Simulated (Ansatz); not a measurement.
# quartet H2N: levels of theory compared

Wanted: a comparison of 5 runs (UHF/3-21G, UHSE06/3-21G, U-r2SCAN/6-31G*, UB2PLYP/6-31G*, USVWN5/6-31G*) of quartet H2N. 

Program for the calculation: Ansatz 0.2.0.

### 1 The structure to begin with

The species is H2N (3 atoms), typed as a quartet with charge 0. As SMILES of the parent species, `[NH2]`. The coordinates come from a GFN2-xTB relaxation. That shape belongs to the parent species and isn't relaxed for this state.

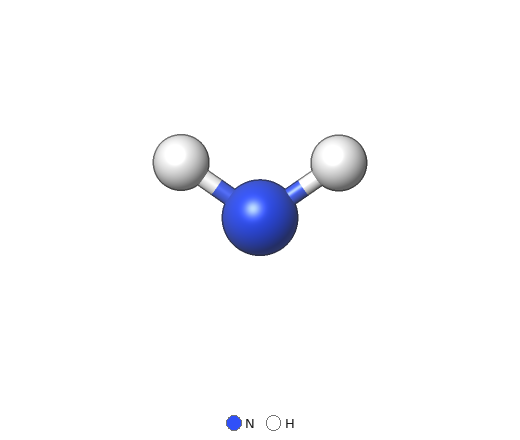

Viewed from a chosen angle; nitrogen blue, hydrogen white.

### 2 The energy at UHF/3-21G (run 1)

File in.yaml:

```yaml
crystal:
  periodic: [false, false, false]
  atoms:
    - {symbol: N, position_ang: [0.307180, -0.182210, 0.151440]}
    - {symbol: H, position_ang: [0.155580, 0.820260, 0.174790]}
    - {symbol: H, position_ang: [-0.462760, -0.638040, -0.326220]}
basis:
  gaussian: {orbitals: 3-21G.json}
magnetization: {spin_polarized: true, initial_magnetization: 3}
accuracy: high
hamiltonian: {xc: hf}
```

The basis set 3-21G is read from a file made from the Basis Set Exchange's data (not shown).

Launch:

```bash
$ ansatz run in.yaml --threads 1 --pin off --max-ram 2610MiB --events-out events.jsonl --progress --plain --runs-dir runs
```

The log of the run:

```text
Warning: RAYON_NUM_THREADS=1 ignored (pool sized by the plan → 1); use --threads N
Functional definition: HF
  name "HF"
  exchange = exact_x
  correlation = 0
248 factors; integrals over basis functions are off by at most 4.8e-9 eV
mean field evaluation 1: about -1495.1509 eV, gradient 8.0e0 eV
mean field evaluation 2: about -1495.1557 eV, gradient 8.0e0 eV
mean field evaluation 4: about -1495.5826 eV, gradient 7.8e-1 eV
mean field evaluation 8: about -1495.5897 eV, gradient 9.6e-4 eV
mean field evaluation 16: about -1495.2762 eV, gradient 1.3e0 eV
mean field evaluation 32: about -1495.5093 eV, gradient 7.3e-1 eV
mean field -1495.58971459 eV, -54.9619082640 hartree, gradient 6.7e-8 eV, S^2 3.752601; 0 other end points of the search recorded, 0 dependent functions left out
reference -1495.58971459 eV, -54.9619082640 hartree; 6, 3 occupied and 7, 10 virtual orbitals, 248 factors
Total energy: -1495.58971459 eV, -54.9619082640 hartree
```

Run time: 0.08 s. Hardware: 1 thread of Arm Neoverse V1, shared host.

### 3 A single-point energy at UHSE06/3-21G (run 2)

File molecule.yaml:

```yaml
crystal:
  periodic: [false, false, false]
  atoms:
    - {symbol: N, position_ang: [0.307180, -0.182210, 0.151440]}
    - {symbol: H, position_ang: [0.155580, 0.820260, 0.174790]}
    - {symbol: H, position_ang: [-0.462760, -0.638040, -0.326220]}
basis:
  gaussian:
    orbitals: 3-21G.json
magnetization:
  spin_polarized: true
  initial_magnetization: 3
hamiltonian:
  xc: hse06
accuracy: high
```

The basis set 3-21G is read from a file made from the Basis Set Exchange's data (not shown).

Launch:

```bash
$ ansatz run molecule.yaml --threads 1 --pin off --max-ram 2610MiB --events-out events.jsonl --progress --plain --runs-dir runs
```

The log of the run:

```text
Warning: RAYON_NUM_THREADS=1 ignored (pool sized by the plan → 1); use --threads N
Functional definition: HSE06
  name "HSE06"
  parameter a = 0.25
  parameter omega = 0.11/bohr
  exchange = pbe_x - a*pbe_x_sr(omega) + a*exact_x_sr(omega)
  correlation = pbe_c
248 factors; integrals over basis functions are off by at most 4.8e-9 eV
49 factors; integrals over basis functions are off by at most 3.9e-10 eV
mean field evaluation 1: about -1501.4933 eV, gradient 4.7e0 eV
mean field evaluation 2: about -1501.5890 eV, gradient 2.0e0 eV
mean field evaluation 4: about -1501.6050 eV, gradient 5.4e-2 eV
mean field evaluation 8: about -1501.6012 eV, gradient 5.7e-4 eV
mean field evaluation 16: about -1501.6012 eV, gradient 4.3e-8 eV
mean field -1501.60115155 eV, -55.1828244976 hartree, gradient 1.6e-8 eV, S^2 3.750774; 0 other end points of the search recorded, 0 dependent functions left out
reference -1501.60115327 eV, -55.1828245608 hartree; 6, 3 occupied and 7, 10 virtual orbitals, 248 factors
Total energy: -1501.60115327 eV, -55.1828245608 hartree
```

It took 0.91 s on 1 thread of Arm Neoverse V1, shared host.

Runs 3 to 4 aren't shown in full; the table further down has their settings and results.

### 4 A single-point energy at USVWN5/6-31G(d) (spherical functions) (run 5)

File input.yaml:

```yaml
crystal:
  periodic: [false, false, false]
  atoms:
    - {symbol: "N", position_ang: [0.307180, -0.182210, 0.151440]}
    - {symbol: H, position_ang: [0.155580, 0.820260, 0.174790]}
    - {symbol: H, position_ang: [-0.462760, -0.638040, -0.326220]}
basis:
  gaussian:
    orbitals: 6-31G_st_-spherical.json
magnetization:
  spin_polarized: true
  initial_magnetization: 3
hamiltonian:
  xc: {name: SVWN5}
accuracy: high
```

The basis set 6-31G* is read from a file made from the Basis Set Exchange's data (not shown).

Launch:

```bash
$ ansatz run input.yaml --threads 1 --pin off --max-ram 2610MiB --events-out events.jsonl --progress --plain --runs-dir runs
```

The log of the run:

```text
Warning: RAYON_NUM_THREADS=1 ignored (pool sized by the plan → 1); use --threads N
Functional definition: SVWN5
  name "SVWN5"
  exchange = slater_x
  correlation = vwn5_c
330 factors; integrals over basis functions are off by at most 4.2e-9 eV
mean field evaluation 1: about -1498.0170 eV, gradient 1.2e1 eV
mean field evaluation 2: about -1498.1518 eV, gradient 1.1e1 eV
mean field evaluation 4: about -1498.7177 eV, gradient 2.9e-1 eV
mean field evaluation 8: about -1498.7164 eV, gradient 1.4e-2 eV
mean field evaluation 16: about -1498.7164 eV, gradient 1.1e-8 eV
mean field -1498.71637424 eV, -55.0768108869 hartree, gradient 1.1e-8 eV, S^2 3.751594; 0 other end points of the search recorded, 0 dependent functions left out
reference -1498.71637570 eV, -55.0768109406 hartree; 6, 3 occupied and 12, 15 virtual orbitals, 330 factors
Total energy: -1498.71637570 eV, -55.0768109406 hartree
```

It took 0.42 s on 1 thread of Arm Neoverse V1, shared host.

### 5 Overview of the runs

```
run                                  level  frozen core orbitals  energy (Eh)   ⟨S²⟩  wall time
  1                              UHF/3-21G                     –   -54.961908  3.753     0.08 s
  2                           UHSE06/3-21G                     –   -55.182825  3.751     0.91 s
  3  U-r2SCAN/6-31G* (spherical functions)                     –   -55.538600  3.753      1.7 s
  4   UB2PLYP/6-31G* (spherical functions)                     1   -55.500931  3.753      0.8 s
  5    USVWN5/6-31G* (spherical functions)                     –   -55.076811  3.752     0.42 s
```

### 6 Results

```
           quantity         value
run 5: total energy  -55.07681 Eh
        run 5: ⟨S²⟩         3.752
```

In words: Totals of different functionals can't be ranked against each other. All runs together took 3.9 s, the longest 1.7 s.
